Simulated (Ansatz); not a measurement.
# InH (singlet): the correlation ladder, def2-TZVPP

Aim: climb from Hartree-Fock through coupled cluster and multireference methods for InH (singlet) at one geometry and basis, and see what each rung misses.

Program: Ansatz 0.2.0, Gaussian basis. Level of theory: def2-TZVPP, core rule «outside noble gas», up to 9 orbitals frozen. These are calculated values, not measurements.

The runs, in order: UHF; CCSD(T) on RHF; BCCD(T) on RHF; CISD; CCSDT(Q) on RHF; CASSCF and MRCISD+Q, 4 electrons in 5 orbitals; CASSCF and NEVPT2, 4 electrons in 5 orbitals; Full CI; Full CI, several states.

9 further runs of the same task are left out: 1 that didn't finish, 8 set aside as unsound or not needed.

## (1) What is computed

The geometry is a PBE0/def2-TZVP stationary point (not a proven minimum). No spin-orbit coupling is included. Elements past krypton take def2 core potentials.

2 atoms, charge 0, spin multiplicity 1.

Atoms are counted from 1 here; the program's logs count them from 0.

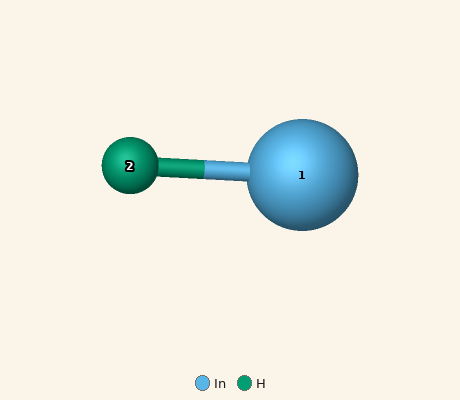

The structure; indium blue, hydrogen teal; atoms are numbered from 1 in the order of the file.

## (2) UHF

Contents of in.yaml:

```yaml
crystal:
  periodic: [false, false, false]
  atoms:
    - {symbol: In, position_ang: [0.000000, 0.000000, 0.000000]}
    - {symbol: H, position_ang: [0.000000, 0.000000, 1.849800]}
basis:
  gaussian: {orbitals: def2-TZVPP}
magnetization: {spin_polarized: true, initial_magnetization: 0}
hamiltonian: {xc: hf}
output: {orbitals: {seedname: orbitals}}
```

On the command line:

```bash
$ ansatz run in.yaml --threads 1 --pin off --events-out ev --progress --plain --max-ram 2393MiB
```

The runs that follow: CCSD(T) on RHF; BCCD(T) on RHF; CISD; CCSDT(Q) on RHF; CASSCF and MRCISD+Q, 4 electrons in 5 orbitals; CASSCF and NEVPT2, 4 electrons in 5 orbitals; Full CI; Full CI, several states.

Q: Predict the results of all the runs planned. Wanted: FCI below the RHF energy; RMP2 from FCI; RCCSD from FCI; RCCSD(T) from FCI; RCCSDT(Q) from FCI; NEVPT2 valence from FCI; MRCISD+Q valence from FCI; T1 diagnostic; effectively unpaired electrons.

The runs gave:

```
                         quantity                                                                          value
         FCI below the RHF energy                                                                     -1.9990 eV
                    RMP2 from FCI                                                                +11.71 kcal/mol
                   RCCSD from FCI                                                                 +0.89 kcal/mol
                RCCSD(T) from FCI                                                                 +0.20 kcal/mol
               RCCSDT(Q) from FCI                                                                 +0.01 kcal/mol
          NEVPT2 valence from FCI                                                                 +6.77 kcal/mol
        MRCISD+Q valence from FCI                                                                 -0.12 kcal/mol
levels within 1 kcal/mol (43 meV)  RCCSD, RCCSD(T), BCCD(T), RCCSDT, RCCSDT(Q), MRCISD valence, MRCISD+Q valence
                    T1 diagnostic                                                                          0.012
   effectively unpaired electrons                                                                           0.07
```

**Reading.** RCCSD(T) lands +0.20 kcal/mol from the yardstick (0.4 % of the correlation energy). MRCISD+Q valence falls below full CI: the +Q correction isn't variational, and the cores differ from full CI's. One determinant dominates. Of the multireference levels listed MRCISD+Q valence comes nearest in total energy (-0.12 kcal/mol), which doesn't show that its space is the better one. These misses are within one basis, not against nature.
